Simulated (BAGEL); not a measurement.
# BH2S2Br (SMILES SB(S)Br) at HF/STO-3G (density fitting with qzvpp-jkfit)

Aim: the energy change on altering one bond length of BH2S2Br at HF/STO-3G (density fitting with qzvpp-jkfit), from 2 runs. 

The results are computed with BAGEL 1.2.2.

**1. The structure to begin with**

The species is BH2S2Br (6 atoms), meant as a singlet with charge 0. SMILES: `SB(S)Br`. The coordinates come from a PBE0-D4/def2-TZVP relaxation. This is one conformer, not always the lowest.

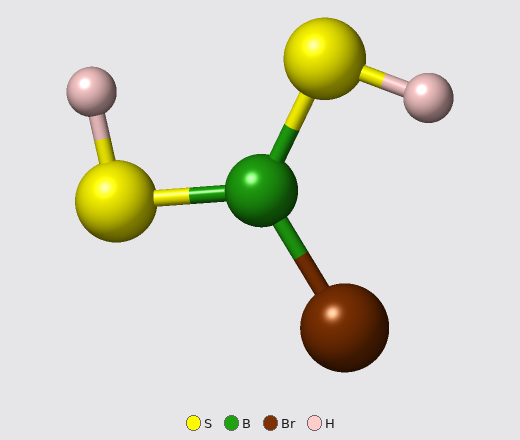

Viewed from a chosen angle; sulfur yellow, boron green, bromine brown, hydrogen pink.

**2. A single-point energy at HF/STO-3G (density fitting with qzvpp-jkfit)**

hf.json reads:

```json
{ "bagel": [

{
  "title": "molecule",
  "basis": "sto-3g",
  "df_basis": "qzvpp-jkfit",
  "angstrom": "true",
  "geometry": [
    { "atom": "S", "xyz": [   -0.202900,    1.384700,   -0.466000 ] },
    { "atom": "B", "xyz": [   -0.107800,   -0.343700,   -0.003900 ] },
    { "atom": "S", "xyz": [    1.234500,   -0.975600,    0.999000 ] },
    { "atom": "Br", "xyz": [   -1.432900,   -1.619500,   -0.552900 ] },
    { "atom": "H", "xyz": [   -1.341200,    1.302300,   -1.173100 ] },
    { "atom": "H", "xyz": [    1.892300,    0.188000,    1.150600 ] }
  ]
},
{ "title": "hf" },
{ "title": "print", "file": "orbitals.molden", "orbitals": "true" }

]}
```

The run is started by

```sh
$ BAGEL_NUM_THREADS=1 BAGEL hf.json > hf.out
```

Log:

```text
* using 1 threads per process

  ===============================================================
  ===============================================================

  *** Geometry ***

  { "atom" : "S", "xyz" : [     -0.383425,      2.616704,     -0.880612 ] },
  { "atom" : "B", "xyz" : [     -0.203712,     -0.649499,     -0.007370 ] },
  { "atom" : "S", "xyz" : [      2.332867,     -1.843617,      1.887836 ] },
  { "atom" : "Br", "xyz" : [     -2.707789,     -3.060411,     -1.044830 ] },
  { "atom" : "H", "xyz" : [     -2.534501,      2.460990,     -2.216838 ] },
  { "atom" : "H", "xyz" : [      3.575929,      0.355269,      2.174319 ] },

  Number of auxiliary basis functions:      633

  Since a DF basis is specified, we compute 2- and 3-index integrals:
    o Being stored without compression. Storage requirement is 0.009 GB

  Number of basis functions:       43
  Number of electrons      :       74

    * METHOD: MOLECULE                             0.35

  *** RHF ***

  === Nuclear Repulsion ===
   354.6986681094

      * DIIS with orbital gradients will be used.

  === RHF iteration (sto-3g) ===
      0      -3356.56562304          0.01098128           0.08
      1      -3356.64444815          0.00469411           0.07
      2      -3356.65850901          0.00070613           0.07
      3      -3356.65903763          0.00009005           0.07
      4      -3356.65904867          0.00002655           0.07
      5      -3356.65904976          0.00000595           0.07
      6      -3356.65904982          0.00000097           0.07
      7      -3356.65904982          0.00000025           0.07
      8      -3356.65904982          0.00000009           0.07
      9      -3356.65904982          0.00000003           0.07
     10      -3356.65904982          0.00000001           0.07
    * SCF iteration converged.

    * Permanent dipole moment:
           (   -0.213447,    -0.606011,     0.004171) a.u.

    * METHOD: HF                                   0.97

    * METHOD: PRINT                                0.01

  ===============================================================
```

Run time: 1.5 s. Hardware: 1 thread of Arm Neoverse V1, shared host; peak memory 0.098 GiB.

**3. The distorted shape at the same level**

calc.json reads:

```json
{ "bagel": [

{
  "title": "molecule",
  "basis": "sto-3g",
  "df_basis": "qzvpp-jkfit",
  "angstrom": true,
  "geometry": [
    { "atom": "S", "xyz": [       0.707711,       1.450618,       0.099662 ] },
    { "atom": "B", "xyz": [       0.802811,      -0.277782,       0.561762 ] },
    { "atom": "S", "xyz": [       2.145111,      -0.909682,       1.564662 ] },
    { "atom": "Br", "xyz": [      -0.522289,      -1.553582,       0.012762 ] },
    { "atom": "H", "xyz": [      -1.341200,       1.302300,      -1.173100 ] },
    { "atom": "H", "xyz": [       2.802911,       0.253918,       1.716262 ] }
  ]
},

{ "title": "hf" },

{ "title": "print", "file": "orbitals.molden", "orbitals": true }

]}
```

The run is started by

```sh
$ BAGEL_NUM_THREADS=1 BAGEL calc.json > calc.out
```

Log:

```text
* using 1 threads per process

  ===============================================================
  ===============================================================

  *** Geometry ***

  { "atom" : "S", "xyz" : [      1.337380,      2.741271,      0.188334 ] },
  { "atom" : "B", "xyz" : [      1.517093,     -0.524932,      1.061576 ] },
  { "atom" : "S", "xyz" : [      4.053672,     -1.719050,      2.956783 ] },
  { "atom" : "Br", "xyz" : [     -0.986983,     -2.935844,      0.024117 ] },
  { "atom" : "H", "xyz" : [     -2.534501,      2.460990,     -2.216838 ] },
  { "atom" : "H", "xyz" : [      5.296734,      0.479835,      3.243265 ] },

  Number of auxiliary basis functions:      633

  Since a DF basis is specified, we compute 2- and 3-index integrals:
    o Being stored without compression. Storage requirement is 0.009 GB

  Number of basis functions:       43
  Number of electrons      :       74

    * METHOD: MOLECULE                             0.36

  *** RHF ***

  === Nuclear Repulsion ===
   350.8037884829

      * DIIS with orbital gradients will be used.

  === RHF iteration (sto-3g) ===
      0      -3356.32105434          0.01148367           0.08
      1      -3356.40089208          0.00591684           0.07
      2      -3356.42335206          0.00099790           0.07
      3      -3356.42422655          0.00042684           0.07
      4      -3356.42438386          0.00006547           0.07
      5      -3356.42439017          0.00002015           0.07
      6      -3356.42439089          0.00000458           0.07
      7      -3356.42439093          0.00000139           0.07
      8      -3356.42439094          0.00000048           0.07
      9      -3356.42439094          0.00000014           0.07
     10      -3356.42439094          0.00000007           0.07
     11      -3356.42439094          0.00000002           0.07
     12      -3356.42439094          0.00000001           0.07
    * SCF iteration converged.

    * Permanent dipole moment:
           (   -0.358491,    -0.594225,    -0.091094) a.u.

    * METHOD: HF                                   1.13

    * METHOD: PRINT                                0.01

  ===============================================================
```

Run time: 1.6 s. Hardware: 1 thread of Arm Neoverse V1, shared host; peak memory 0.098 GiB.

**4. What came out**

At HF/STO-3G (density fitting with qzvpp-jkfit):

| quantity | value |
| --- | --- |
| first shape: total energy | -3356.65905 Eh |
| first shape: dipole moment | 1.63 D |
| first shape: HOMO energy | -7.61 eV |
| first shape: LUMO energy | 6.97 eV |
| first shape: HOMO–LUMO gap | 14.58 eV |
| distorted shape: total energy | -3356.42439 Eh |
| distorted shape: dipole moment | 1.78 D |
| distorted shape: HOMO energy | -6.94 eV |
| distorted shape: LUMO energy | 2.30 eV |
| distorted shape: HOMO–LUMO gap | 9.24 eV |
| energy change with the S1–H5 bond stretched from 1.343 to 2.417 Å | 6.385 eV |

**Reading.** With the S1–H5 bond stretched from 1.343 to 2.417 Å the energy rises by 6.39 eV (147 kcal/mol). The first shape isn't relaxed at this level, so the change isn't measured from a minimum. A restricted reference can't describe the breaking bond well at this length. The minimal basis adds a large error of its own.
